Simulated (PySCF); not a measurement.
**Mg₃N: doublet, from a trigonal planar start**

The task is one start of a wider search on Mg₃N: the doublet, from a trigonal planar start. It is relaxed, tested by its Hessian and followed downhill if it is a saddle.

Computed with PySCF 2.14.0. Level: PBE, basis N def2-SVP, Mg def2-SVP, no relativity, density fitting.

## 1. Where the work starts

4 atoms, charge 0, spin multiplicity 2.

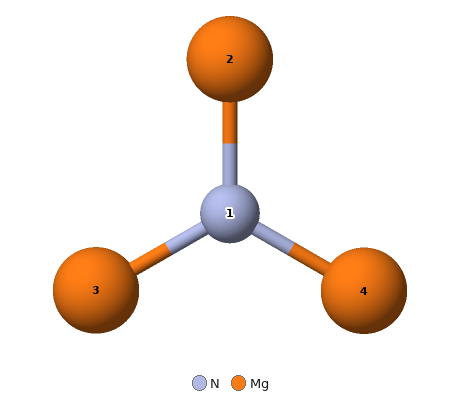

The starting geometry (nitrogen light blue, magnesium orange); atoms are numbered from 1 in the order of the file.

```xyz
4
charge 0 multiplicity 2
N     0.0000    0.0000    0.0000
Mg    2.1000    0.0000    0.0000
Mg   -1.0500    1.8187    0.0000
Mg   -1.0500   -1.8187    0.0000
```

## 2. The SCF at the typed geometry

One driver script runs all steps and calls PySCF; scf.py shows how it sets up the SCF of each step. The optimiser is the driver's own. After this first run the driver tries any further starts and a stability analysis.

The input, scf.py:

```python
from pyscf import gto, scf, dft
mol = gto.M(atom='''
N      0.000000     0.000000     0.000000
Mg     2.100000     0.000000     0.000000
Mg    -1.050000     1.818700     0.000000
Mg    -1.050000    -1.818700     0.000000''',
    basis={'N': 'def2-SVP', 'Mg': 'def2-SVP'},
    charge=0, spin=1)
mf = dft.UKS(mol, xc='PBE')
mf.grids.atom_grid = (50, 194)
aux = {'N': 'def2-universal-JKFIT', 'Mg': 'def2-universal-JKFIT'}
mf = mf.density_fit(auxbasis=aux)
mf.conv_tol = 1e-08
mf.diis_space = 10
mf.max_cycle = 60
mf.init_guess = 'minao'
mf.verbose = 4
mf.kernel()
```

Command:

```bash
> OMP_NUM_THREADS=2 python axn.py task.json out
```

Standard output:

```text
[... the frontier levels of the middle cycles are left out ...]
init E= -654.276636285806
[... the frontier-level lines of each cycle are left out ...]
cycle= 1 E= -653.888143403475  delta_E= 0.388  |g|= 0.746  |ddm|= 1.79
cycle= 2 E= -648.507200632018  delta_E= 5.38  |g|= 1.75  |ddm|= 2.59
cycle= 3 E= -654.172208096772  delta_E= -5.67  |g|= 0.309  |ddm|= 2.47
cycle= 4 E= -654.15337853134  delta_E= 0.0188  |g|= 0.201  |ddm|= 1.34
cycle= 5 E= -654.155364737592  delta_E= -0.00199  |g|= 0.209  |ddm|= 1.49
cycle= 6 E= -654.250277073513  delta_E= -0.0949  |g|= 0.0688  |ddm|= 0.594
cycle= 7 E= -654.228505528886  delta_E= 0.0218  |g|= 0.11  |ddm|= 1.12
cycle= 8 E= -654.241102388288  delta_E= -0.0126  |g|= 0.089  |ddm|= 0.106
cycle= 9 E= -654.245677302966  delta_E= -0.00457  |g|= 0.0814  |ddm|= 0.133
cycle= 10 E= -654.246012019682  delta_E= -0.000335  |g|= 0.0805  |ddm|= 0.339
cycle= 11 E= -654.247426925675  delta_E= -0.00141  |g|= 0.0801  |ddm|= 0.316
cycle= 12 E= -654.250830322041  delta_E= -0.0034  |g|= 0.0686  |ddm|= 0.615
cycle= 13 E= -654.25572588644  delta_E= -0.0049  |g|= 0.049  |ddm|= 0.962
cycle= 14 E= -654.252105459829  delta_E= 0.00362  |g|= 0.0575  |ddm|= 1.01
[... 2 cycles left out ...]
cycle= 17 E= -654.259620031249  delta_E= 7.57e-05  |g|= 0.031  |ddm|= 0.0138
cycle= 18 E= -654.261923337303  delta_E= -0.0023  |g|= 0.0259  |ddm|= 0.223
cycle= 19 E= -654.261664819211  delta_E= 0.000259  |g|= 0.0326  |ddm|= 0.198
cycle= 20 E= -654.26201515359  delta_E= -0.00035  |g|= 0.0316  |ddm|= 0.0167
cycle= 21 E= -654.263425198813  delta_E= -0.00141  |g|= 0.0262  |ddm|= 0.0627
cycle= 22 E= -654.266517457126  delta_E= -0.00309  |g|= 0.0105  |ddm|= 0.189
cycle= 23 E= -654.266696899049  delta_E= -0.000179  |g|= 0.00906  |ddm|= 0.0273
cycle= 24 E= -654.266980735951  delta_E= -0.000284  |g|= 0.00581  |ddm|= 0.0403
cycle= 25 E= -654.267203478486  delta_E= -0.000223  |g|= 0.00241  |ddm|= 0.0642
cycle= 26 E= -654.267232903765  delta_E= -2.94e-05  |g|= 0.00166  |ddm|= 0.0219
cycle= 27 E= -654.267234932748  delta_E= -2.03e-06  |g|= 0.000493  |ddm|= 0.00321
cycle= 28 E= -654.267236856404  delta_E= -1.92e-06  |g|= 0.000164  |ddm|= 0.00621
cycle= 29 E= -654.267236956511  delta_E= -1e-07  |g|= 6.74e-05  |ddm|= 0.0015
cycle= 30 E= -654.267236964419  delta_E= -7.91e-09  |g|= 2.46e-05  |ddm|= 0.000263
Extra cycle  E= -654.267236953249  delta_E= 1.12e-08  |g|= 0.000144  |ddm|= 0.000159
converged SCF energy = -654.267236953249  <S^2> = 1.2069783  2S+1 = 2.4141071
```

This step, with its further starts and checks, took 14 s on 2 threads of Arm Neoverse V2, shared host.

The starts that the driver tried:

```tsv
start	energy (Eh)
the minimal-basis guess	-654.267237
a thermally smeared density	-654.267235
a smeared PBE density	-654.267237
```

No lower solution of this spin turned up from the other starts or in the test of internal stability.

## 3. Relaxation: trigonal planar start, doublet

The program finds D3h symmetry in the start, which this walk keeps. Threshold on the gradient: 0.0003 Eh/bohr, with a further test on the energy change.

scf.py, as its differences from that of step 2:

```diff
@@ -3,4 +3,4 @@
-N      0.000000     0.000000     0.000000
-Mg     2.100000     0.000000     0.000000
-Mg    -1.050000     1.818700     0.000000
-Mg    -1.050000    -1.818700     0.000000''',
+N     -0.000000    -0.000000     0.000000
+Mg     2.100027     0.000000     0.000000
+Mg    -1.050013     1.818677     0.000000
+Mg    -1.050013    -1.818677     0.000000''',
@@ -16 +15,0 @@
-mf.init_guess = 'minao'
```

The optimiser's trace:

```tsv
step	energy (Eh)	change (kJ/mol)	largest symmetric gradient (Eh/bohr)
0	-654.267237	0.00	0.02822
1	-654.274005	-17.77	0.02223
2	-654.281447	-37.31	0.00650
3	-654.281853	-38.37	0.00168
4	-654.281886	-38.46	0.00010
5	-654.281886	-38.46	0.00000
```

The walk took 5.8 s.

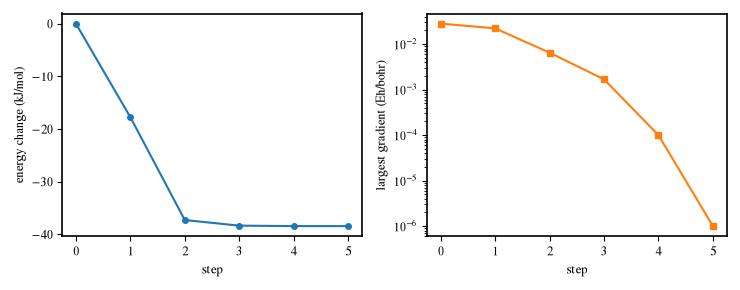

Energy and largest gradient along the walk.

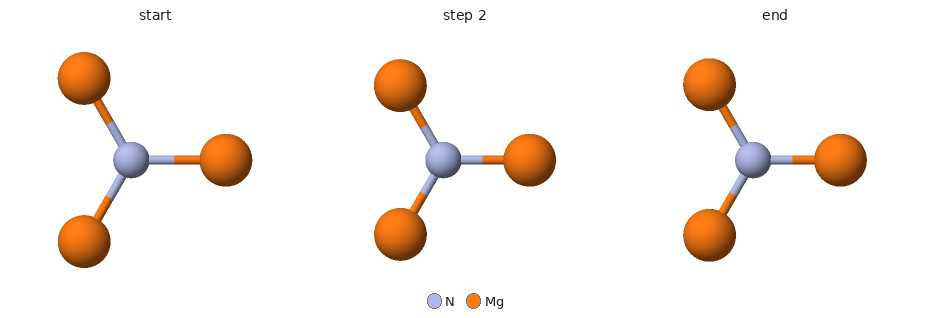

Start and end of the relaxation, with a step between.

End point (D3h, 5 steps, 38.5 kJ/mol gained): N–Mg 1.939 Å (×3); Mg–N–Mg 120.0° (×3). A gradient of 0.0042 Eh/bohr that breaks the symmetry is left: this electronic state wants a lower symmetry.

## 4. Releasing the symmetry

The geometry is nudged along the force that breaks the symmetry.

The program finds C2v symmetry in the start, which may break. Threshold on the gradient: 0.0003 Eh/bohr, with a further test on the energy change.

scf.py, as its differences from that of step 3:

```diff
@@ -3,4 +3,4 @@
-N     -0.000000    -0.000000     0.000000
-Mg     2.100027     0.000000     0.000000
-Mg    -1.050013     1.818677     0.000000
-Mg    -1.050013    -1.818677     0.000000''',
+N     -0.010617     0.018389    -0.000000
+Mg     1.946499     0.006622     0.000000
+Mg    -0.961326     1.665054    -0.000000
+Mg    -0.978974    -1.682412     0.000000''',
```

The optimiser's trace:

```tsv
step	energy (Eh)	change (kJ/mol)	largest gradient (Eh/bohr)
0	-654.281842	0.00	0.00748
1	-654.281976	-0.35	0.00417
2	-654.282064	-0.58	0.00105
3	-654.282087	-0.64	0.00149
4	-654.282162	-0.84	0.00196
5	-654.282195	-0.93	0.00138
6	-654.282203	-0.95	0.00040
7	-654.282204	-0.95	0.00007
```

The walk took 7.3 s.

Positions (Å) and forces (eV/Å) along the way:

```
step 0
N   -0.011   0.018   0.000   0.229  -0.385   0.000
Mg   1.946   0.007   0.000  -0.100   0.054   0.000
Mg  -0.961   1.665   0.000  -0.129   0.215   0.000
Mg  -0.979  -1.682   0.000  -0.001   0.115   0.000
step 1
N   -0.006   0.011   0.000   0.130  -0.214   0.000
Mg   1.946   0.010   0.000  -0.048   0.051   0.000
Mg  -0.963   1.667   0.000  -0.059   0.094   0.000
Mg  -0.981  -1.680   0.000  -0.023   0.070   0.000
step 4
N    0.014  -0.020   0.000  -0.059   0.101   0.000
Mg   1.956   0.046   0.000   0.039   0.020   0.000
Mg  -0.956   1.649   0.000   0.055  -0.100   0.000
Mg  -1.019  -1.667   0.000  -0.035  -0.021   0.000
step 7
N    0.020  -0.030   0.000  -0.001   0.002   0.000
Mg   1.964   0.067   0.000  -0.003   0.001   0.000
Mg  -0.947   1.631   0.000   0.000  -0.004   0.000
Mg  -1.042  -1.661   0.000   0.004   0.002   0.000
```

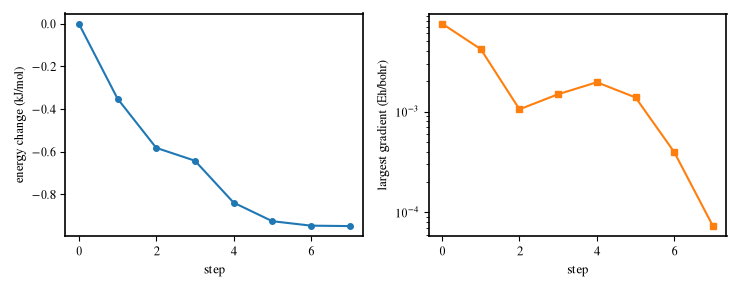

Energy and largest gradient along the walk.

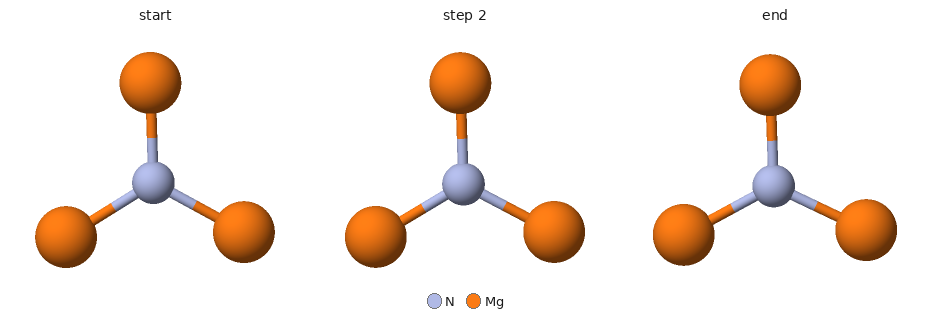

Start and end of the relaxation, with a step between.

After 7 steps and 0.9 kJ/mol it ends at C2v: N–Mg 1.922 Å, N–Mg 1.946 Å (×2); Mg–N–Mg 116.7°, Mg–N–Mg 117.4°, Mg–N–Mg 125.9°.

## 5. Is it a minimum? Harmonic modes

The point is checked on the finer grid, and tightened if its gradient asks for it. The Hessian and the dipole derivatives come from central differences of analytic gradients, with steps of 0.02 bohr.

scf.py, as its differences from that of step 4:

```diff
@@ -3,4 +3,4 @@
-N     -0.010617     0.018389    -0.000000
-Mg     1.946499     0.006622     0.000000
-Mg    -0.961326     1.665054    -0.000000
-Mg    -0.978974    -1.682412     0.000000''',
+N      0.021492    -0.037229    -0.000000
+Mg     1.964626     0.063957    -0.000000
+Mg    -0.939414     1.627260     0.000000
+Mg    -1.037832    -1.669356    -0.000000''',
@@ -10 +10 @@
-mf.grids.atom_grid = (50, 194)
+mf.grids.atom_grid = (75, 302)
@@ -13 +13 @@
-mf.conv_tol = 1e-08
+mf.conv_tol = 1e-10
```

The driver hands on the density of the step before, so the log starts near convergence.

SCF at the final geometry:

```text
init E= -654.282249977815
[... the frontier-level lines of each cycle are left out ...]
cycle= 1 E= -654.282249977799  delta_E= 1.59e-11  |g|= 3.59e-06  |ddm|= 1.42e-05
Extra cycle  E= -654.282249977647  delta_E= 1.52e-10  |g|= 1.39e-05  |ddm|= 3.6e-05
converged SCF energy = -654.282249977647  <S^2> = 1.201596  2S+1 = 2.4096439
```

The whole step took 22 s.

Geometry: C2v; N–Mg 1.922 Å, N–Mg 1.946 Å (×2); Mg–N–Mg 117.0° (×2), Mg–N–Mg 126.0°.

Modes, for the most abundant isotopes:

```csv
symmetry,ω (cm⁻¹),IR (km/mol),μ (u)
b1,93,7.6,15.02
a1,100,0.3,22.00
b2,108,0.0,22.42
a1,383,0.2,23.97
a1,695,0.0,15.93
b2,706,1.0,15.71
```

No imaginary mode, so this is a minimum.

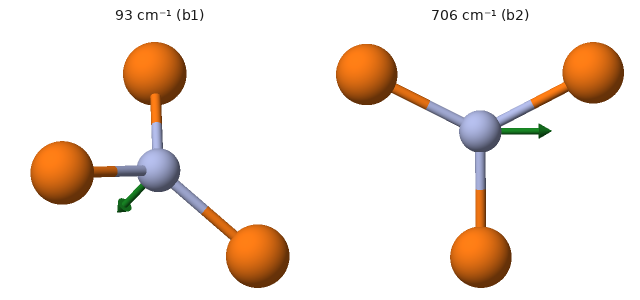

Displacements of 2 of the modes, as arrows (one member where a mode is degenerate).

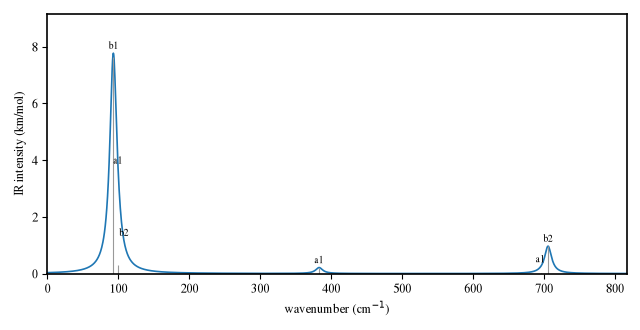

The harmonic infrared spectrum (widths in cm⁻¹). Lines are broadened to a width of 12 cm⁻¹ (Lorentzian).

Constants and moments:

* Dipole moment: 0.89 D
* Highest occupied level: -3.60 eV
* Lowest empty level: -3.03 eV
* Rotational constants: 0.1339, 0.117, 0.06242 cm⁻¹
* Zero-point energy: 12.5 kJ/mol
* Principal polarisabilities: 148.5, 280.7, 280.9 bohr³
* Atomisation energy without zero-point energy: 526 kJ/mol
* Principal traceless quadrupole moments about the centre of mass: -3.49, -0.96, 4.45 D Å
* Entropy at 298.15 K and 1 bar (electronic part: spin only): 327.1 J/(mol K)
* Heat capacity Cp at 298.15 K: 70.9 J/(mol K)
* Enthalpy at 298.15 K above 0 K: 17.14 kJ/mol
* Rotational symmetry number: 2
* Spin squared ⟨S²⟩: 1.202

Charges (e) and bond orders:

```tsv
atom	Mulliken	Löwdin	polar tensor	spin (Mulliken)	Mayer order to N1
N1	-0.90	-0.24	-0.13	0.12	–
Mg2,4	0.28	0.06	0.02	0.71	0.96
Mg3	0.35	0.12	0.09	-0.55	0.97
```

Mulliken populations on N1: s 3.79, p 4.11, d 0.00.

## 6. Real-space pictures of the lowest minimum

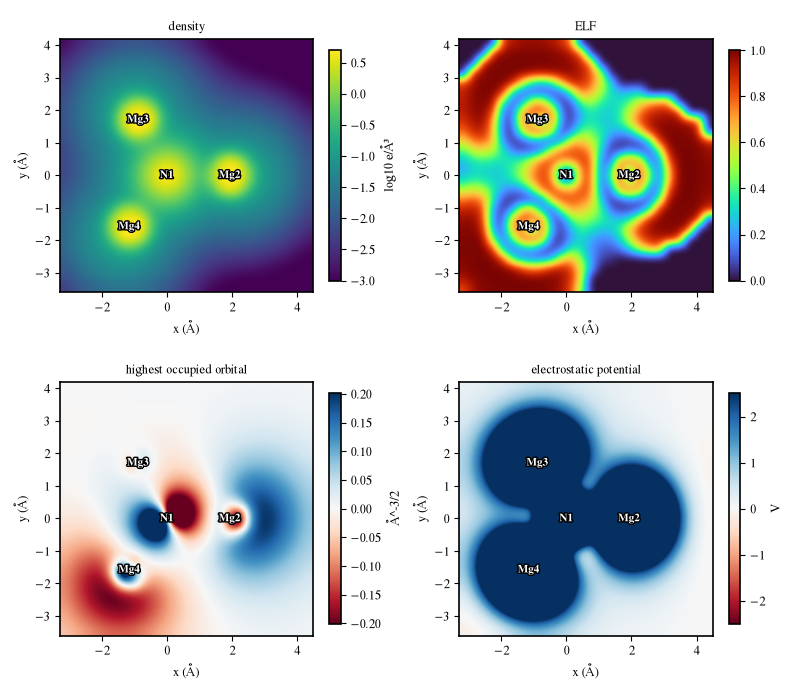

The plane holds N1 at (0.00, 0.00), Mg2 at (1.95, 0.00), Mg3 at (-0.87, 1.71), Mg4 at (-1.14, -1.57) Å. ELF is set to 0 where the density is under 0.005 e/Å³; an orbital's overall sign is arbitrary. The potential's colours end at ±2.5 V.

Along N1–Mg2 (1.946 Å) the density is least, 0.38 e/Å³, about 1.07 Å from N1; ELF there is 0.09.

Values on the line from N1 (at 0) through Mg2 (at 1.946 Å):

```tsv
distance (Å)	density (e/Å³)	ELF	electrostatic potential (V)	spin density (e/Å³)
-0.68	1.23	0.846	11.3	0.0568
-0.49	2.35	0.761	36.6	0.114
-0.29	4.25	0.133	121	0.205
-0.10	112	0.993	664	0.286
0.19	12.5	0.252	244	0.305
0.39	3.12	0.504	66.1	0.267
0.58	1.73	0.846	21.8	0.131
0.78	0.894	0.816	9.75	0.0535
0.97	0.466	0.314	9.68	0.0154
1.17	0.413	0.0469	16.3	0.00133
1.36	1.45	0.447	32.1	-0.000225
1.56	8.4	0.857	80.8	-0.000648
1.75	38.2	0.589	349	-0.00677
2.04	134	0.338	1.07e+03	0.267
2.24	19.4	0.853	155	0.197
2.43	3.49	0.779	50	0.00046
2.63	0.616	0.269	24.3	0.0338
2.82	0.181	0.0973	13.9	0.0629
3.02	0.104	0.284	8.3	0.0692
```

Making the fields took 0.8 s on 2 threads of Arm Neoverse V2, shared host.

## 7. Outcome

```
                                          quantity                                                                 value
                                           minimum                                                          doublet, C2v
                                          geometry  N–Mg 1.922 Å, N–Mg 1.946 Å (×2); Mg–N–Mg 117.0° (×2), Mg–N–Mg 126.0°
                                wavenumbers (cm⁻¹)             93 (b1), 100 (a1), 108 (b2), 383 (a1), 695 (a1), 706 (b2)
                                     dipole moment                                                                0.89 D
highest occupied, lowest empty level (either spin)                                                       -3.60, -3.03 eV
                         polar-tensor charge of N1                                                               -0.13 e
                                 zero-point energy                                                           12.5 kJ/mol
                               entropy at 298.15 K                                                       327.1 J/(mol K)
         atomisation energy (no zero-point energy)                                                            526 kJ/mol
                                              ⟨S²⟩                                                                 1.202
```

**Reading.** The trigonal planar start (D3h) ends in a minimum of C2v symmetry. The determinant is spin-contaminated (⟨S²⟩ = 1.20 against 0.75), so it is no pure spin state. In the infrared the band at 93 cm⁻¹ (b1) leads. The density between N1 and Mg2 is low with small ELF, as in an ionic or closed-shell contact. Only this shape and spin were tried, so other structures or states may lie lower.

The search up to here took 49 s.
